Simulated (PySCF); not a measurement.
Input

```
{"job": {"kind": "nmr", "xc": "PBE0", "basis": "pcSseg-1"}, "charge": 0, "multiplicity": 1}
F      3.330199    -0.380065     1.687639
B      3.556785    -0.578665     0.398337
B      2.266121    -0.732189    -0.667164
F      1.971183    -1.877475    -1.289112
C      1.296584     0.460218    -0.933240
Si    -0.062724     0.332782     0.418337
C     -1.493901     1.557419     0.092523
C     -2.709921     0.681555     0.054324
C     -2.565006    -0.628681     0.143409
C     -1.185724    -1.203884     0.281901
H      4.705480    -0.534913     0.119228
H      0.811644     0.406519    -1.906812
H      1.756344     1.439053    -0.830826
H      0.509373     0.502184     1.763155
H     -1.600382     2.305161     0.877858
H     -1.410237     2.109516    -0.845219
H     -3.677172     1.151476    -0.053128
H     -3.404918    -1.308115     0.114078
H     -1.140326    -1.858693     1.153202
H     -0.958549    -1.832524    -0.581524
```

Launched as:

```sh
OMP_NUM_THREADS=1 python probes_run.py task.json out
```

Geometry: GFN2-xTB.

Level of theory: PySCF, PBE0/pcSseg-1, SCF density, gas phase, non-relativistic.

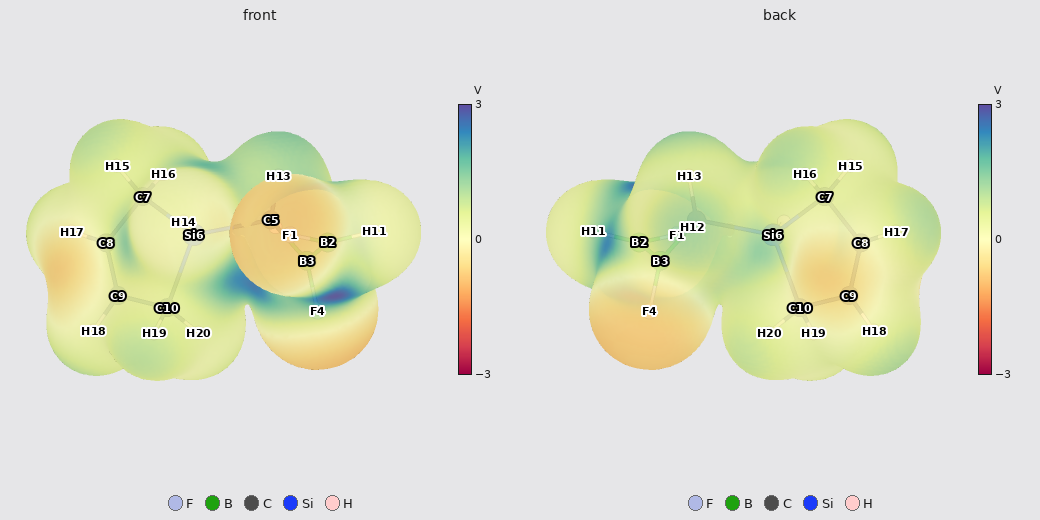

C5H10B2F2Si (SMILES FBB(F)C[SiH]1CC=CC1). The electrostatic potential painted on the density surface at 0.004 e/bohr³, seen from the front and from behind; the colour scale runs from red (negative) to blue (positive).

Describe the electrostatic potential map.

Answer. The most negative region (about −0.8 V) lies over F1 and F4, the most positive (about +2.7 V) over B2.
